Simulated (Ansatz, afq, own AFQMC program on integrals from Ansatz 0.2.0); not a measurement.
# ZrC (singlet): quantum Monte Carlo beside coupled cluster at distance Zr1–C2 = 1.899 Å, def2-SVP, part 2 of 2

Ansatz 0.2.0, Gaussian basis, and an in-house AFQMC program (afq) on its integrals; all values are calculated; def2-SVP, frozen cores. Earlier steps stand in the parts before.

## 12. CCSD(T) on UHF

in.yaml reads:

```yaml
crystal:
  periodic: [false, false, false]
  atoms:
    - {symbol: Zr, position_ang: [0.000000, 0.000000, 0.000000]}
    - {symbol: C, position_ang: [0.000000, 0.000000, 1.899000]}
basis:
  gaussian: {orbitals: def2-SVP}
magnetization: {spin_polarized: true, initial_magnetization: 0}
correlation: {method: ccsd_t, electrons: outside_noble_gas, hamiltonian_folder: ham}
```

The run is started by

```sh
ansatz run in.yaml --threads 1 --pin off --events-out ev --progress --plain --max-ram 1382MiB
```

What it wrote, cut to the lines that bear on the results:

```text
Functional definition: HF
  name "HF"
  cite "Fock, Z. Phys. 61, 126 (1930) doi:10.1007/BF01340294"
  parent pbe
[...]
476 factors; integrals over basis functions are off by at most 9.2e-4 eV
[...]
mean field -2289.95130042 eV, -84.1541581056 hartree, gradient 2.8e-6 eV, S^2 2.264900; 49 other end points of the search recorded, 0 dependent functions left out
determinant -2289.95130042 eV, -84.1541581056 hartree, with singles and doubles -2294.67098670 eV, -84.3276033772 hartree
determinant -2289.91550243 eV, -84.1528425538 hartree, with singles and doubles -2294.78942438 eV, -84.3319558817 hartree
determinant -2289.75816771 eV, -84.1470606094 hartree, with singles and doubles -2293.87125336 eV, -84.2982137193 hartree
determinant -2289.69896539 eV, -84.1448849643 hartree, with singles and doubles -2293.79936488 eV, -84.2955718662 hartree
[...]
determinant -2289.95130042 eV, -84.1541581056 hartree, with singles and doubles -2294.79682476 eV, -84.3322278408 hartree
determinant -2289.91550243 eV, -84.1528425538 hartree, with singles and doubles -2294.84310776 eV, -84.3339287097 hartree
determinant -2289.01630841 eV, -84.1197977831 hartree, with singles and doubles -2294.78400782 eV, -84.3317568270 hartree
determinant -2287.45092333 eV, -84.0622709423 hartree, with singles and doubles -2294.28372883 eV, -84.3133719130 hartree
5 core orbitals not correlated: weight in the atoms' cores, before any rotation towards them, 0.983 or more for the frozen orbitals, at most 0.012 for the correlated occupied ones
reference -2289.91550243 eV, -84.1528425538 hartree; 4, 4 occupied and 36, 36 virtual orbitals, 476 factors
second order -3.59002687 eV of doubles, -0.00000000 eV of singles
cycle   1  -4.92760458 eV  change    7.5e-7 eV  update   3.2e-6
perturbative correction -0.33551405 eV, -0.0123299140 hartree
Total energy: -2295.17862106 eV, -84.3462585960 hartree
```

It took 18 s on 1 thread of Arm Neoverse V2, shared host.

From the report: ⟨S²⟩ of the determinant 2.084 (pure singlet: 0.00); correlation -5.2631 eV; T1 0.130; largest double amplitude 0.12. The determinant is far from a pure spin state, so its energy mixes those of several spin states (harmless only where they are near-degenerate, as at dissociation).

This run also writes the integrals to the folder ham.

## 13. CCSDT(Q) on UHF

in.yaml, as its differences from that of step 12:

```diff
@@ -8,2 +8,2 @@
 magnetization: {spin_polarized: true, initial_magnetization: 0}
-correlation: {method: ccsd_t, electrons: outside_noble_gas, hamiltonian_folder: ham}
+correlation: {method: ccsdt_q, electrons: outside_noble_gas}
```

The command is unchanged.

What it wrote, cut to the lines that bear on the results:

```text
Functional definition: HF
  name "HF"
  cite "Fock, Z. Phys. 61, 126 (1930) doi:10.1007/BF01340294"
  parent pbe
[...]
806 factors; integrals over basis functions are off by at most 1.9e-7 eV
[...]
mean field -2289.95132075 eV, -84.1541588528 hartree, gradient 2.4e-6 eV, S^2 2.264896; 49 other end points of the search recorded, 0 dependent functions left out
determinant -2289.95132075 eV, -84.1541588528 hartree, with singles and doubles -2294.67101846 eV, -84.3276045446 hartree
determinant -2289.91552389 eV, -84.1528433423 hartree, with singles and doubles -2294.78945571 eV, -84.3319570332 hartree
determinant -2289.75818705 eV, -84.1470613204 hartree, with singles and doubles -2293.87128237 eV, -84.2982147852 hartree
determinant -2289.69898475 eV, -84.1448856759 hartree, with singles and doubles -2293.79939300 eV, -84.2955728996 hartree
[...]
determinant -2289.95132075 eV, -84.1541588528 hartree, with singles and doubles -2294.79685672 eV, -84.3322290151 hartree
determinant -2289.91552389 eV, -84.1528433423 hartree, with singles and doubles -2294.84313984 eV, -84.3339298885 hartree
determinant -2289.01633851 eV, -84.1197988894 hartree, with singles and doubles -2294.78404092 eV, -84.3317580432 hartree
determinant -2287.45095904 eV, -84.0622722547 hartree, with singles and doubles -2294.28375975 eV, -84.3133730493 hartree
5 core orbitals not correlated: weight in the atoms' cores, before any rotation towards them, 0.983 or more for the frozen orbitals, at most 0.012 for the correlated occupied ones
reference -2289.91552389 eV, -84.1528433423 hartree; 4, 4 occupied and 36, 36 virtual orbitals, 806 factors
second order -3.59003570 eV of doubles, -0.00000000 eV of singles
cycle   1  -3.87692610 eV  change   -2.9e-1 eV  update   1.3e-1
[...]
cycle  45  -5.37248063 eV  change   -7.7e-7 eV  update   6.9e-7
perturbative correction -0.06118269 eV, -0.0022484224 hartree
Total energy: -2295.34918720 eV, -84.3525267862 hartree
```

It took 43 s on 1 thread of Arm Neoverse V2, shared host; peak memory 0.26 GiB.

From the report: ⟨S²⟩ of the determinant 2.084 (pure singlet: 0.00); correlation -5.4337 eV; T1 0.146; largest double amplitude 0.14. The determinant is far from a pure spin state, so its energy mixes those of several spin states (harmless only where they are near-degenerate, as at dissociation).

## 14. Phaseless AFQMC, CISD trial on UHF

It reads the integrals that the CCSD(T) run on this determinant wrote.

The run is started by

```sh
afq ham --method phaseless --trial cisd --walkers 60 --populations 1 --least-time 40 --time-step 0.005 --steps-per-block 50 --equilibration-blocks 40 --max-blocks 300 --target-error 0.00034 --factor-cut 1e-05 --start spin_pure --seed 1973 --release-times 0.24,0.6,1.2,2,3,4.2 --release-step 0.04 --release-every 4 --taylor-order 6
```

What it wrote:

```text
orbitals 40  electrons 4 4  factors 331 of 476
reference energy -84.15284255 Eh
CCSD correlation -0.18108573 Eh in 25 cycles, weight of the determinant in the CISD state 0.6465
energy of the start -84.281177 Eh
 block  time / (1/Eh)  mean weight  energy / Eh
     1     0.250  0.9997  -84.305272
     2     0.500  1.0006  -84.319332
     3     0.750  0.9991  -84.323135
     4     1.000  1.0024  -84.351372
     5     1.250  1.0020  -84.366997
     6     1.500  0.9999  -84.347356
     7     1.750  0.9979  -84.347648
     8     2.000  1.0010  -84.352121
     9     2.250  1.0007  -84.342593
    10     2.500  1.0007  -84.332492
    17     4.250  1.0001  -84.350461
    25     6.250  0.9992  -84.348535
    33     8.250  0.9995  -84.353183
    41    10.250  0.9995  -84.346421
    49    12.250  1.0014  -84.352101
    57    14.250  1.0022  -84.339327
    65    16.250  1.0003  -84.346133
    73    18.250  0.9973  -84.342238
    81    20.250  1.0002  -84.341303
    89    22.250  0.9999  -84.328755
    97    24.250  1.0011  -84.341782
   105    26.250  1.0011  -84.339135
   113    28.250  0.9986  -84.335650
   121    30.250  1.0003  -84.333082
   129    32.250  0.9956  -84.343272
   137    34.250  1.0019  -84.331632
   145    36.250  1.0020  -84.356515
   153    38.250  1.0016  -84.353008
   161    40.250  1.0014  -84.332062
   169    42.250  1.0017  -84.334099
   177    44.250  0.9992  -84.332067
   185    46.250  1.0004  -84.345451
   193    48.250  0.9995  -84.350261
   201    50.250  1.0012  -84.343533
   209    52.250  1.0001  -84.339611
   217    54.250  1.0004  -84.349936
   225    56.250  0.9993  -84.343277
   233    58.250  1.0003  -84.364753
   241    60.250  0.9993  -84.352503
   249    62.250  0.9949  -84.373652
   257    64.250  0.9992  -84.383551
   265    66.250  1.0007  -84.353930
   273    68.250  0.9996  -84.343416
   281    70.250  0.9991  -84.358350
   289    72.250  1.0015  -84.344374
   297    74.250  1.0017  -84.364924
   305    76.250  1.0008  -84.338455
   313    78.250  0.9976  -84.348464
   321    80.250  0.9973  -84.342316
   329    82.250  0.9996  -84.355672
   337    84.250  1.0039  -84.332064
blocks merged  error / Eh  count
     1  0.000773  300
     2  0.000990  150
     4  0.001174  75
     8  0.001433  37
    16  0.001728  18
    32  0.002036  9
released: time / (1/Eh)  energy / Eh  error  mean overlap
  0.24  -84.346590  0.001649  0.9984
  0.60  -84.348222  0.001405  1.0000
  1.20  -84.347445  0.001534  1.0060
  2.00  -84.350641  0.002242  1.0047
  3.00  -84.348116  0.003077  0.9912
  4.20  -84.345829  0.005162  1.0044
energy -84.344955 +/- 0.001728 Eh
```

It took 6.6 min on 1 thread of Arm Neoverse V2, shared host.

Energy -2295.1432 ± 0.0470 eV. The run doesn't count as converged. Caveats: constraint bias not in the error; error above the target.

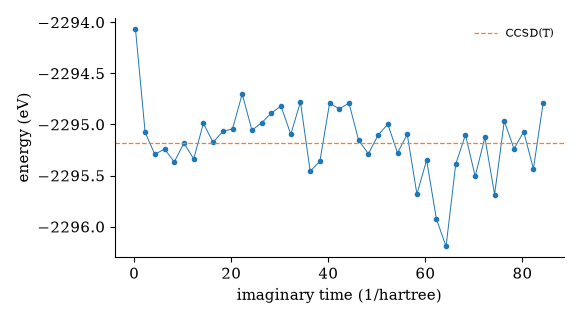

Block energies along the walk.

## 15. Phaseless AFQMC, single-determinant trial on UHF

It reads the integrals that the CCSD(T) run on this determinant wrote.

The run is started by

```sh
afq ham --method phaseless --trial hf --walkers 120 --populations 1 --least-time 40 --time-step 0.005 --steps-per-block 20 --equilibration-blocks 160 --max-blocks 600 --target-error 0.00102 --factor-cut 1e-05 --start spin_pure --seed 185 --taylor-order 6
```

What it wrote:

```text
orbitals 40  electrons 4 4  factors 331 of 476
reference energy -84.15284255 Eh
CCSD correlation -0.18108573 Eh in 25 cycles, weight of the determinant in the CISD state 0.6465
energy of the start -84.173267 Eh
 block  time / (1/Eh)  mean weight  energy / Eh
     1     0.100  1.0006  -84.207498
     2     0.200  1.0018  -84.227798
     3     0.300  1.0003  -84.247312
     4     0.400  1.0003  -84.258840
     5     0.500  0.9995  -84.278559
     6     0.600  1.0021  -84.294130
     7     0.700  1.0005  -84.303750
     8     0.800  1.0009  -84.307528
     9     0.900  1.0017  -84.308425
    10     1.000  1.0006  -84.316944
    20     2.000  0.9997  -84.341851
    39     3.900  1.0013  -84.345361
    58     5.800  1.0015  -84.322670
    77     7.700  0.9992  -84.343960
    96     9.600  0.9930  -84.311680
   115    11.500  1.0012  -84.311470
   134    13.400  1.0010  -84.333778
   153    15.300  1.0003  -84.330304
   172    17.200  1.0002  -84.377216
   191    19.100  1.0006  -84.357819
   210    21.000  0.9955  -84.318480
   229    22.900  0.9993  -84.312619
   248    24.800  0.9991  -84.356501
   267    26.700  0.9995  -84.334872
   286    28.600  0.9999  -84.326045
   305    30.500  0.9981  -84.323293
   324    32.400  0.9976  -84.306906
   343    34.300  1.0013  -84.331847
   362    36.200  1.0017  -84.353554
   381    38.100  0.9997  -84.345878
   400    40.000  1.0011  -84.317560
   419    41.900  0.9976  -84.331752
   438    43.800  1.0017  -84.350524
   457    45.700  0.9995  -84.333191
   476    47.600  1.0003  -84.334785
   495    49.500  0.9959  -84.382593
   514    51.400  1.0006  -84.331394
   533    53.300  1.0004  -84.355762
   552    55.200  0.9992  -84.336241
   571    57.100  0.9997  -84.364220
   590    59.000  0.9991  -84.327194
   609    60.900  1.0009  -84.349629
   628    62.800  0.9996  -84.336935
   647    64.700  1.0008  -84.362127
   666    66.600  1.0000  -84.335185
   685    68.500  0.9999  -84.327686
   704    70.400  1.0019  -84.321080
   723    72.300  0.9986  -84.336068
   742    74.200  0.9994  -84.355617
blocks merged  error / Eh  count
     1  0.000730  600
     2  0.000972  300
     4  0.001250  150
     8  0.001604  75
    16  0.001836  37
    32  0.002246  18
    64  0.002049  9
energy -84.342408 +/- 0.002246 Eh
```

Run time: 3.9 min. Hardware: 1 thread of Arm Neoverse V2, shared host.

Energy -2295.0738 ± 0.0611 eV. Caveats: constraint bias not in the error; error above the target.

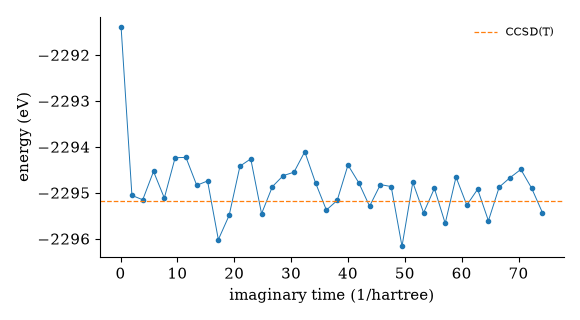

Block energies along the walk.

## 16. All levels side by side

On the UHF determinant, counted from CCSDT(Q) (a yardstick, not exact):

| level | energy (eV) | from CCSDT(Q) (kcal/mol) | statistical error (kcal/mol) | time |
| --- | --- | --- | --- | --- |
| HF | -2289.9155 | +125.30 |  |  |
| MP2 | -2293.5055 | +42.52 |  |  |
| CCSD | -2294.8431 | +11.67 |  |  |
| CCSD(T) | -2295.1786 | +3.93 |  |  |
| CCSDT(Q) | -2295.3492 | 0.00 |  |  |
| Phaseless AFQMC, single-determinant trial, step 0.005, 120 walkers | -2295.0738 | +6.35 | 1.41 | 3.9 min |

The functionals' totals stand on their own zeros and serve differences with other points: PBE -2308.604 eV; r2SCAN -2309.311 eV; PBE0 -2307.707 eV; B3LYP -2309.878 eV; wB97M-V -2306.380 eV; B2PLYP -2303.915 eV.

## 17. What came out

The summary covers parts 1 to 2.

| quantity | value |
| --- | --- |
| CCSD(T) on UHF from CCSDT(Q) | +3.93 kcal/mol |
| Phaseless AFQMC, single-determinant trial on UHF from CCSDT(Q) | +6.35 ± 1.41 kcal/mol |

What this shows: Error bars are statistical and leave out the constraint, the time step and what remains of the start. Zr carries a core potential, and spin-orbit coupling is left out.
